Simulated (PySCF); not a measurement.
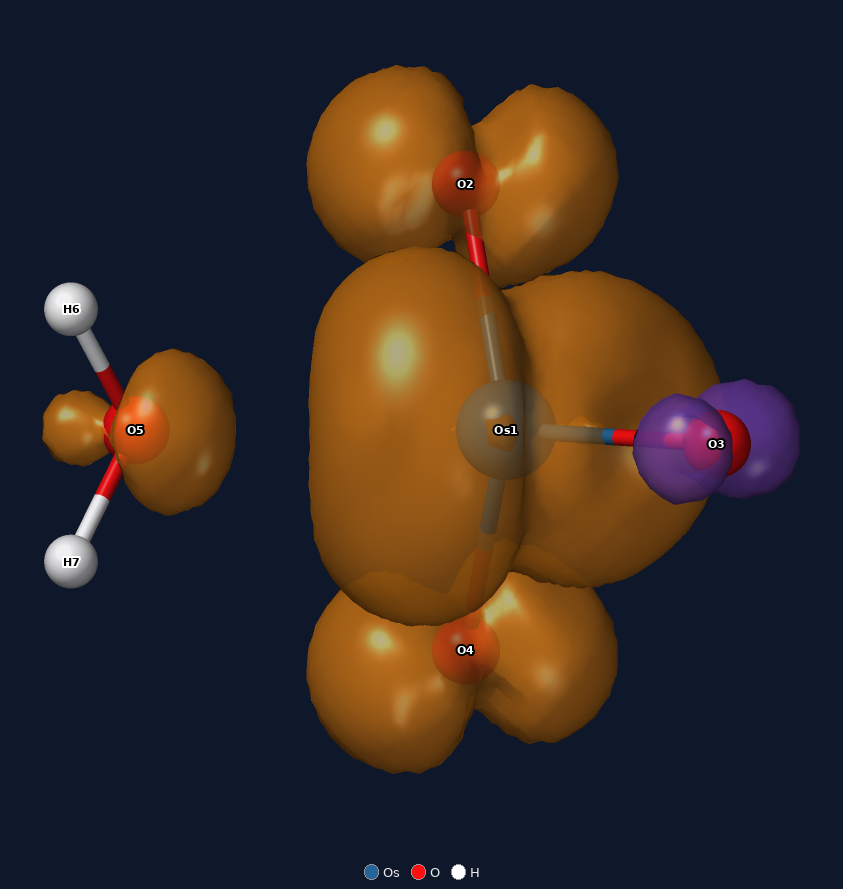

Figure. O$_{3}$Os···H$_{2}$O (triplet). Isosurfaces of the spin density (α minus β) at +0.04 (orange) and −0.04 e/Å³ (purple), seen across its widest extent.

Core potentials replace the inner electrons of Os.

Theory: UKS TPSS, Os def2-SVP with ECP60, O def2-SVP, H def2-SVP; non-relativistic Hamiltonian with scalar-relativistic core potentials where named; density fitting (PySCF).

```xyz
7

Os   -0.1168   -0.2248    0.2248
O     0.7213    1.1806    0.8759
O    -0.7741   -1.3482    1.3482
O     0.7213   -0.8759   -1.1806
O    -0.8555    1.3212   -1.3212
H    -1.3755    2.0579   -0.9439
H    -1.3755    0.9439   -2.0579
```

Question: Where is the unpaired spin?

Answer: The unpaired spin (2 electrons) lies mostly on Os1 (about 1.1), O2 (about 0.4), O4 (about 0.4) and O5 (about 0.1), in electrons by Hirshfeld's partition.
